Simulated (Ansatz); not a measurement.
Method: PBE (plane waves to 420 eV, PAW; Ansatz, a quantum-chemistry and plane-wave program).

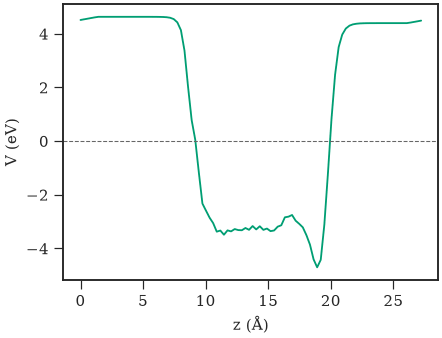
Planar average of the electrostatic potential across the slab, in eV from the highest filled level, for the (210) surface of germanium, from a spin-polarised start (in the relaxation like top atoms buckled by 0.5 Å), rebonded: 1 pair of surface atoms bonded, no caps (bottom of the slab: built like the top, H on every dangling bond, free)

Slab: 21 atoms, 11.1 Å thick at the start with caps and adatoms (thin: gaps and levels are the slab's own); k 6x5x1, smearing 0.025 eV, dipole-corrected; 3 atoms held, the rest relaxed; no symmetry held; spin-polarised from one start with parallel moments (other orders not tried), no spin-orbit, no U. The starting moment vanished. In PBE it lies 0.17 eV a 1x1 cell over the lowest computed structure of the same composition (no caps, spin-polarised start).

The vacuum level lies 4.40 eV above the highest filled level over the top face and 4.63 eV above it under the bottom face.
